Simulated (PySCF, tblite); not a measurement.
# C₅H₁₀BNSi₂: geometry, infrared bands and NMR shifts

Aim: predict the infrared bands and NMR shifts of C₅H₁₀BNSi₂ (`C#C[Si@H]([SiH3])NBC#CC`).

The runs use tblite 0.8.0 and PySCF 2.14.0, with density-fitted response routines of our own; the level of theory stands in each step. All values are computed, except where a source is named. Atoms are numbered from 0 throughout.

## (1) The molecule as given

19 atoms, charge 0, multiplicity 1; geometry from: force field or distance geometry start.

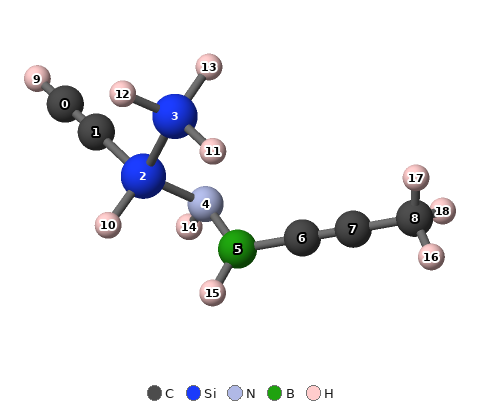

The starting geometry (carbon dark grey, silicon blue, nitrogen light blue, boron green, hydrogen pink), atoms numbered.

## (2) Optimising the geometry with GFN2-xTB

Job settings and geometry (Å):

```
{"job": {"kind": "relax", "xc": "GFN2-xTB", "basis": "xTB"}, "charge": 0, "multiplicity": 1}
C     -3.940500    -2.128800    -1.200200
C     -3.027500    -1.701700    -0.562800
Si    -1.617900    -1.076400     0.423000
Si    -1.909400     1.129800     0.729300
N     -0.101100    -1.370900    -0.464700
B      1.055900    -1.078800     0.466000
C      2.053300     0.044300     0.126900
C      2.834300     0.929100    -0.130800
C      3.773200     1.994500    -0.456600
H     -4.766900    -2.495600    -1.762500
H     -1.600000    -1.764300     1.717400
H     -0.783300     1.644700     1.521400
H     -3.171000     1.355400     1.474000
H     -1.954400     1.798200    -0.569100
H     -0.065500    -2.380200    -0.693500
H      1.194200    -1.698400     1.478000
H      4.581600     2.020800     0.300900
H      3.233400     2.964900    -0.452500
H      4.201700     1.822600    -1.457100
```

Command:

```sh
OMP_NUM_THREADS=1 python probes_run.py task.json out
```

The driver reads the jobs from task.json and runs them one after another.

Standard output:

```text
step      E/eV     max force
  0    -633.56339    1.650
  1    -633.62016    2.529
  2    -633.70360    0.879
  3    -633.72933    0.833
  4    -633.74783    1.215
  5    -633.77471    0.507
  6    -633.79778    0.580
  7    -633.83707    0.923
  8    -633.87031    0.694
  9    -633.88755    0.292
 10    -633.89558    0.265
 11    -633.90306    0.320
 12    -633.91213    0.344
 13    -633.92276    0.313
 14    -633.93338    0.374
 15    -633.94591    0.416
 16    -633.96532    0.456
 17    -633.99459    0.567
 18    -634.02368    0.558
 19    -634.05236    0.494
 20    -634.08558    0.524
 21    -634.11297    0.633
 22    -634.14905    0.832
 23    -634.19393    0.577
 24    -634.23989    0.451
 25    -634.25434    0.318
 26    -634.28080    0.474
 27    -634.30569    0.608
 28    -634.33074    0.404
 29    -634.35059    0.291
 30    -634.36008    0.280
 31    -634.37626    0.359
 32    -634.38520    0.308
 33    -634.39391    0.340
 34    -634.40114    0.251
 35    -634.40987    0.338
 36    -634.41857    0.324
 37    -634.42618    0.249
 38    -634.43267    0.226
 39    -634.43849    0.231
 40    -634.44622    0.312
 41    -634.45887    0.332
 42    -634.47711    0.387
 43    -634.49435    0.419
 44    -634.50671    0.475
 45    -634.51612    0.312
 46    -634.52446    0.307
 47    -634.53142    0.225
 48    -634.53744    0.165
 49    -634.54230    0.213
 50    -634.54611    0.204
 51    -634.55053    0.208
 52    -634.55505    0.190
 53    -634.55818    0.116
 54    -634.56034    0.136
 55    -634.56263    0.126
 56    -634.56636    0.147
 57    -634.57091    0.229
 58    -634.57455    0.164
 59    -634.57709    0.097
 60    -634.57919    0.106
 61    -634.58164    0.163
 62    -634.58470    0.236
 63    -634.58755    0.167
 64    -634.58964    0.103
 65    -634.59106    0.128
 66    -634.59239    0.145
 67    -634.59415    0.187
 68    -634.59640    0.189
 69    -634.59933    0.131
 70    -634.60293    0.123
 71    -634.60673    0.151
 72    -634.60999    0.143
 73    -634.61285    0.155
 74    -634.61617    0.173
 75    -634.62092    0.161
 76    -634.62713    0.256
 77    -634.63253    0.178
 78    -634.63579    0.190
 79    -634.63794    0.135
 80    -634.64065    0.199
 81    -634.64455    0.199
 82    -634.64875    0.186
 83    -634.65099    0.114
 84    -634.65277    0.088
 85    -634.65525    0.115
 86    -634.65888    0.157
 87    -634.66293    0.160
 88    -634.66590    0.106
 89    -634.66734    0.075
 90    -634.66806    0.087
 91    -634.66887    0.095
 92    -634.66997    0.075
 93    -634.67098    0.079
 94    -634.67178    0.087
 95    -634.67270    0.079
 96    -634.67373    0.104
 97    -634.67486    0.096
 98    -634.67589    0.072
 99    -634.67673    0.066
100    -634.67741    0.058
101    -634.67808    0.077
102    -634.67887    0.088
103    -634.67975    0.087
104    -634.68048    0.124
105    -634.68096    0.072
106    -634.68141    0.060
107    -634.68203    0.065
108    -634.68288    0.069
109    -634.68386    0.106
110    -634.68460    0.052
111    -634.68503    0.055
112    -634.68534    0.044
113    -634.68563    0.039
114    -634.68593    0.049
115    -634.68623    0.053
116    -634.68655    0.040
117    -634.68683    0.036
118    -634.68702    0.036
119    -634.68715    0.030
120    -634.68726    0.030
121    -634.68742    0.039
122    -634.68759    0.038
123    -634.68776    0.041
124    -634.68790    0.027
125    -634.68804    0.033
126    -634.68825    0.058
127    -634.68850    0.063
128    -634.68872    0.053
129    -634.68885    0.024
130    -634.68893    0.029
131    -634.68900    0.034
132    -634.68910    0.036
133    -634.68922    0.039
134    -634.68935    0.043
135    -634.68946    0.045
136    -634.68955    0.033
137    -634.68961    0.016
138    -634.68965    0.014
139    -634.68969    0.024
140    -634.68973    0.022
141    -634.68978    0.017
142    -634.68983    0.022
143    -634.68989    0.031
144    -634.68996    0.033
145    -634.69000    0.021
146    -634.69002    0.010
```

It took 1.5 s on 1 thread of Arm Neoverse V1, shared host.

Step by step: (not every step is listed)

```
step  energy from step 0 (eV)  largest force (eV/Å)
   0                   0.0000                1.6501
   1                  -0.0568                2.5285
   2                  -0.1402                0.8793
   3                  -0.1659                0.8331
   4                  -0.1844                1.2153
   5                  -0.2113                0.5073
   6                  -0.2344                0.5803
   7                  -0.2737                0.9231
   8                  -0.3069                0.6938
  21                  -0.5496                0.6325
  34                  -0.8378                0.2514
  47                  -0.9680                0.2252
  60                  -1.0158                0.1057
  73                  -1.0495                0.1549
  86                  -1.0955                0.1569
  99                  -1.1133                0.0658
 112                  -1.1219                0.0444
 125                  -1.1246                0.0330
 138                  -1.1263                0.0137
 141                  -1.1264                0.0166
 142                  -1.1264                0.0220
 143                  -1.1265                0.0311
 144                  -1.1266                0.0335
 145                  -1.1266                0.0209
 146                  -1.1266                0.0102
```

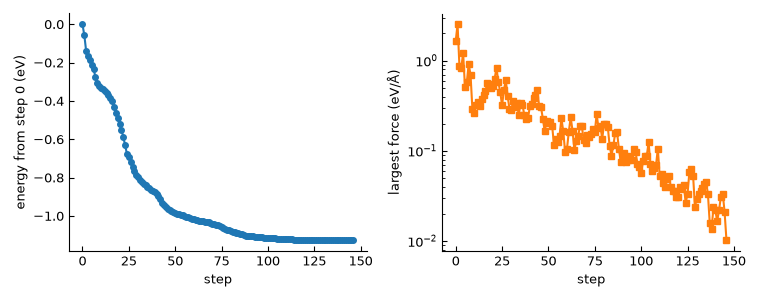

Energy and largest force along the relaxation.

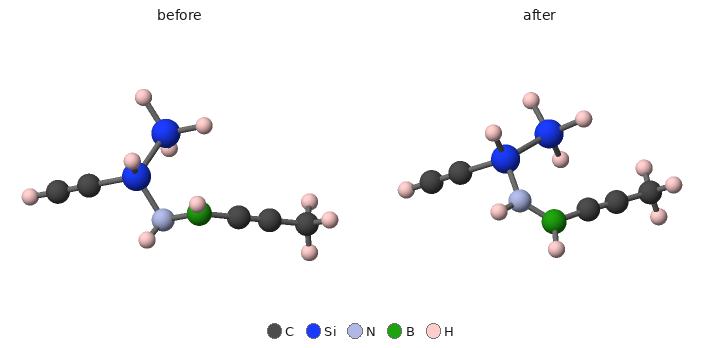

Before and after, at one scale.

Close pairs (by a distance rule), those that changed most:

```
   bond  before (Å)  after (Å)  change (Å)
  N4–B5       1.513      1.400      -0.113
Si2–Si3       2.246      2.305      +0.059
 C1–Si2       1.830      1.862      +0.032
 Si2–N4       1.782      1.753      -0.029
  B5–C6       1.540      1.513      -0.027
 N4–H14       1.036      1.011      -0.025
 C8–H17       1.110      1.091      -0.020
 C8–H16       1.108      1.090      -0.018
```

The end geometry stands in the next job.

## (3) Infrared spectrum with GFN2-xTB

Job settings and geometry (Å):

```
{"job": {"kind": "ir", "xc": "GFN2-xTB", "basis": "xTB"}, "charge": 0, "multiplicity": 1}
C     -3.622584    -1.857258    -1.274793
C     -2.785403    -1.513725    -0.482289
Si    -1.475108    -0.943699     0.711565
Si    -1.107547     1.325185     0.534755
N     -0.098989    -1.967868     0.349939
B      1.241781    -1.698206     0.050474
C      1.759854    -0.279213    -0.035045
C      2.252102     0.818800    -0.133477
C      2.816100     2.146019    -0.246917
H     -4.358967    -2.163901    -1.962022
H     -1.946100    -1.415334     2.035398
H     -0.181646     1.844695     1.544378
H     -2.386405     2.011242     0.782053
H     -0.655863     1.781734    -0.780682
H     -0.336650    -2.950179     0.364175
H      1.982826    -2.593854    -0.141316
H      3.560076     2.302884     0.534630
H      2.032928     2.898351    -0.146846
H      3.299792     2.263579    -1.217023
```

Standard output:

```text
mode    cm-1     km/mol
  1     -19.6      0.24
  2       5.0      0.02
  3      66.9      0.02
  4      84.6      0.47
  5      93.9      1.60
  6     114.4      1.91
  7     141.8      0.40
  8     175.1      0.19
  9     205.8      6.15
 10     236.7      2.83
 11     256.6     16.39
 12     299.2     29.81
 13     313.5      1.08
 14     346.2      3.86
 15     431.7     27.73
 16     453.9     35.74
 17     464.6      8.52
 18     497.9      3.94
 19     610.9     32.19
 20     613.9    127.84
 21     659.8     85.83
 22     673.4     91.53
 23     680.6     28.34
 24     686.4    140.03
 25     716.5    166.40
 26     764.3    126.61
 27     785.8    307.65
 28     801.6     80.22
 29     817.8    208.98
 30     829.8    162.28
 31    1013.7      5.23
 32    1023.3     19.07
 33    1051.1     60.13
 34    1125.4     24.02
 35    1275.0     52.95
 36    1356.1    497.25
 37    1386.0      2.52
 38    1455.5      3.79
 39    1457.4      3.10
 40    2074.9    343.56
 41    2183.8    400.76
 42    2198.4     23.51
 43    2237.0    278.07
 44    2249.0    320.93
 45    2322.5    176.94
 46    2558.3    239.36
 47    2992.3     29.38
 48    2994.9     21.18
 49    3003.3     34.98
 50    3345.9      3.63
 51    3421.6      2.64
```

It took 0.95 s on 1 thread of Arm Neoverse V1, shared host.

Which atoms move in the most intense modes:

```
cm⁻¹  km/mol                         atoms
 786   307.6   H13 23 %, H11 23 %, B5 11 %
 818   209.0  H13 36 %, H11 33 %, H12 27 %
1356   497.2              B5 56 %, N4 32 %
2075   343.6                      H10 97 %
2184   400.8                      H12 96 %
2237   278.1                      H11 96 %
2249   320.9                      H13 96 %
2558   239.4                      H15 92 %
```

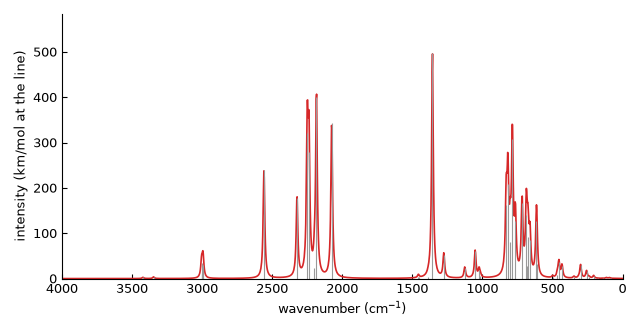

The infrared spectrum from these modes, unscaled. Lines are broadened to a width of 14 cm⁻¹ (Lorentzian).

## (4) Nuclear shieldings: PBE0/pcSseg-1

Settings changed since step 3:

```diff
@@ -1,2 +1,2 @@
-{"job": {"kind": "ir", "xc": "GFN2-xTB", "basis": "xTB"}, "charge": 0, "multiplicity": 1}
+{"job": {"kind": "nmr", "xc": "PBE0", "basis": "pcSseg-1"}, "charge": 0, "multiplicity": 1}
 C     -3.622584    -1.857258    -1.274793
```

Method: GIAO PBE0/pcSseg-1 NMR shielding, non-relativistic, gas phase.

Standard output:

```text
coarse grid: 17032 points
cycle   1  E = -854.3093429624  dE =  8.849e-01  |g| = 5.730e-01  |ddm| = 4.260e+00
cycle   2  E = -854.2708233996  dE =  3.852e-02  |g| = 6.980e-01  |ddm| = 1.292e+00
cycle   3  E = -854.3814035995  dE = -1.106e-01  |g| = 2.202e-01  |ddm| = 7.292e-01
cycle   4  E = -854.3935181293  dE = -1.211e-02  |g| = 4.698e-02  |ddm| = 2.082e-01
cycle   5  E = -854.3939747479  dE = -4.566e-04  |g| = 2.306e-02  |ddm| = 5.057e-02
cycle   6  E = -854.3940957375  dE = -1.210e-04  |g| = 3.973e-03  |ddm| = 1.978e-02
cycle   7  E = -854.3940986903  dE = -2.953e-06  |g| = 2.032e-03  |ddm| = 5.026e-03
final grid: 155816 points
cycle   8  E = -854.4441097447  dE = -3.077e-05  |g| = 8.669e-03  |ddm| = 4.134e-02
cycle   9  E = -854.4440790546  dE =  3.069e-05  |g| = 1.427e-02  |ddm| = 1.703e-02
cycle  10  E = -854.4441261006  dE = -4.705e-05  |g| = 2.807e-03  |ddm| = 1.058e-02
cycle  11  E = -854.4441280780  dE = -1.977e-06  |g| = 5.098e-04  |ddm| = 2.338e-03
cycle  12  E = -854.4441281321  dE = -5.410e-08  |g| = 1.849e-04  |ddm| = 4.811e-04
cycle  13  E = -854.4441281397  dE = -7.661e-09  |g| = 3.879e-05  |ddm| = 1.671e-04
cycle  14  E = -854.4441281399  dE = -1.280e-10  |g| = 2.926e-05  |ddm| = 4.615e-05
converged SCF energy = -854.4441281399

GIAO shielding tensors (ppm)
atom      isotropic    diamagn.    paramagn.     s11        s22        s33       span
  0 C       82.145     260.249    -178.105     -1.479      8.173    239.740    241.219
  1 C       96.654     262.296    -165.642     -5.854      4.794    291.021    296.875
  2 Si     398.902     880.131    -481.229    350.312    398.373    448.019     97.707
  3 Si     462.805     882.205    -419.400    456.741    459.132    472.542     15.801
  4 N      139.338     324.355    -185.017     24.862    157.495    235.656    210.794
  5 B       68.493     198.168    -129.675     33.999     52.277    119.203     85.204
  6 C       92.187     257.499    -165.312      0.624      7.610    268.325    267.701
  7 C       64.284     276.643    -212.359    -11.939     -5.917    210.709    222.649
  8 C      179.786     252.520     -72.735    171.418    173.258    194.681     23.263
  9 H       29.595      33.150      -3.554     24.609     24.802     39.375     14.766
 10 H       26.371      27.810      -1.440     23.434     24.304     31.374      7.940
 11 H       27.941      32.204      -4.263     24.409     27.005     32.409      8.001
 12 H       28.108      29.646      -1.537     24.435     25.905     33.985      9.550
 13 H       27.797      32.990      -5.192     24.620     26.947     31.825      7.206
 14 H       27.340      29.504      -2.164     21.695     27.885     32.439     10.745
 15 H       26.778      29.614      -2.835     24.479     27.584     28.272      3.792
 16 H       29.514      26.158       3.356     24.824     27.275     36.444     11.620
 17 H       29.709      32.780      -3.070     24.386     29.775     34.966     10.580
 18 H       29.489      27.065       2.423     24.704     27.284     36.479     11.775
```

It took 39 s on 1 thread of Arm Neoverse V1, shared host; peak memory 1 GiB.

Shifts follow as δ = σ(reference) − σ, with reference shieldings (ppm) from runs at the same level and on the same kind of geometry: 1H TMS 31.72, 13C TMS 186.9, 29Si TMS 349.2, 15N NH3 267.7, 11B BF3·OEt2 100.1. The references are single molecules in the gas phase, so shifts against H2O, NH3, PH3, H3PO4 or CFCl3 are not on the usual liquid scales and can be off by tens of ppm. Atoms listed in one row are averaged.

```
        atoms                               environment  σ (ppm)  δ (ppm)  δ scaled to CDCl3
           C7                             alkyne carbon     64.3    122.6              117.8
           C0                    terminal alkyne carbon     82.1    104.8              100.4
           C6                             alkyne carbon     92.2     94.7               90.5
           C1                             alkyne carbon     96.7     90.3               86.2
           C8                 propargylic methyl carbon    179.8      7.1                5.1
          H10  hydrogen on a silicon bonded to C, N, Si    26.37     5.35                  –
          H15        hydrogen on a boron bonded to C, N    26.78     4.94                  –
          H14    hydrogen on a nitrogen bonded to B, Si    27.34     4.38                  –
H11, H12, H13        hydrogen on a silicon bonded to Si    27.95     3.77                  –
H16, H17, H18   hydrogen on a propargylic methyl carbon    29.57     2.15               2.13
           H9      hydrogen on a terminal alkyne carbon    29.60     2.12               2.11
          Si2             silicon bonded to C, N, Si, H    398.9    -49.7                  –
          Si3                 silicon bonded to Si, 3 H    462.8   -113.6                  –
           N4               nitrogen bonded to B, Si, H    139.3    128.4                  –
           B5                   boron bonded to C, N, H     68.5     31.6                  –
```

The scaled column applies a straight-line fit of computed shieldings to shifts measured in CDCl3 (root-mean-square error 0.16 ppm for H, 1.9 ppm for C).

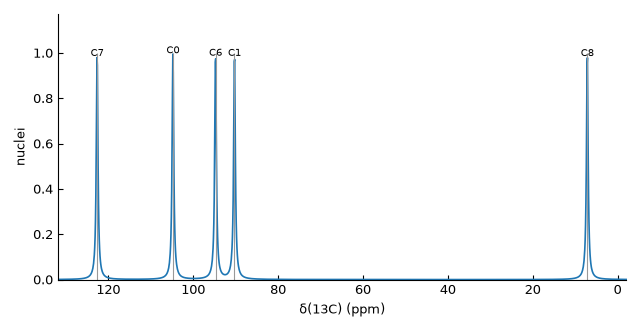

13C lines at the computed shifts, without couplings. Lines are broadened to a width of 0.46 ppm (Lorentzian).

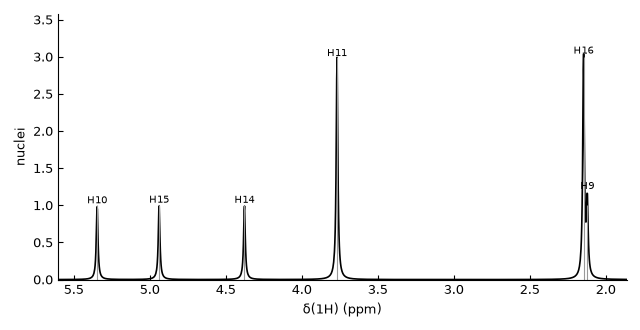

1H lines at the computed shifts, without couplings. Lines are broadened to a width of 0.01 ppm (Lorentzian).

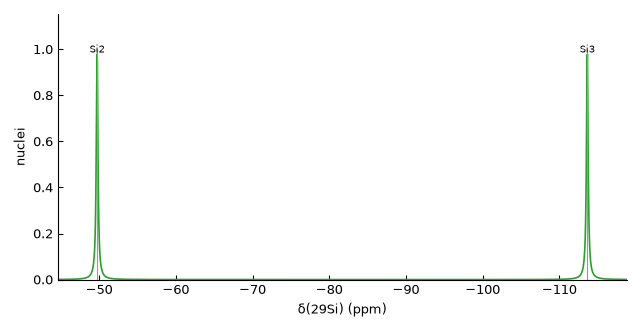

29Si lines at the computed shifts, without couplings. Lines are broadened to a width of 0.26 ppm (Lorentzian).

Charges from the same density, by scheme (e):

```
atoms  Mulliken    IAO  Hirshfeld  ESP fit
   C0     -0.21  -0.19      -0.09    -0.32
   C1     -0.17  -0.33      -0.16    -0.22
  Si2      0.65   0.77       0.34     0.60
  Si3      0.15   0.29       0.21     0.11
   N4     -0.64  -0.63      -0.25    -0.60
   B5      0.33   0.09       0.13     0.41
   C6     -0.26  -0.20      -0.14    -0.47
   C7     -0.23   0.00      -0.01     0.25
   C8     -0.16  -0.43      -0.09    -0.57
```

Hirshfeld charges:

C0 -0.09; C1 -0.16; Si2 0.34; Si3 0.21; N4 -0.25; B5 0.13; C6 -0.14; C7 -0.01; C8 -0.09; H9 0.10; H10 -0.08; H11 -0.07; H12 -0.08; H13 -0.07; H14 0.13; H15 -0.06; H16 0.06; H17 0.06; H18 0.06

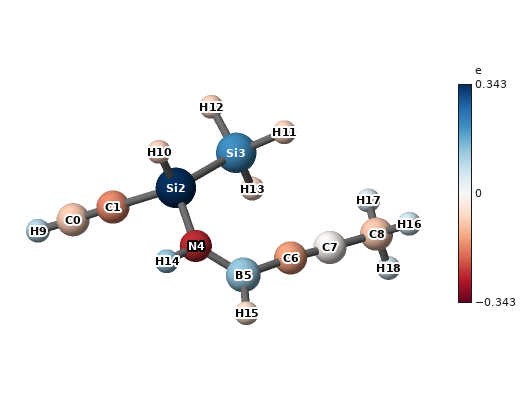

Hirshfeld charges, as colours on the atoms.

Mayer bond orders: C0–C1 2.57, C1–Si2 0.86, Si2–Si3 0.94, Si2–N4 0.91, N4–B5 1.32, B5–C6 1.03, C6–C7 2.56, C7–C8 1.18.

## (5) Results

```
                                                              quantity                                   value
                             strongest single infrared mode (GFN2-xTB)                   1356 cm⁻¹, 497 km/mol
                                          zero-point energy (GFN2-xTB)                           79.4 kcal/mol
                                13C shifts against TMS (PBE0/pcSseg-1)       122.6, 104.8, 94.7, 90.3, 7.1 ppm
1H shifts against TMS (PBE0/pcSseg-1, means over atoms taken as alike)  5.35, 4.94, 4.38, 3.77, 2.15, 2.12 ppm
                               29Si shifts against TMS (PBE0/pcSseg-1)                       -49.7, -113.6 ppm
                                15N shifts against NH3 (PBE0/pcSseg-1)                               128.4 ppm
                           11B shifts against BF3·OEt2 (PBE0/pcSseg-1)                                31.6 ppm
```

**Reading.** The optimisation took 146 steps and gained 1.127 eV; among the close pairs (by a distance rule), N4–B5 changed most, from 1.513 to 1.400 Å. The lowest mode is slightly imaginary (20i cm⁻¹), a soft motion within the noise of the Hessian, so the minimum is not strictly shown. The strongest single mode, at 1356 cm⁻¹, moves mainly B5 and N4. GFN2-xTB is a fitted tight-binding method: band positions and strengths are rough. Its intensities can rank the bands wrongly. At PBE0/pcSseg-1: The widest tensor belongs to C1: span 297 ppm, with a paramagnetic part of -166 ppm.
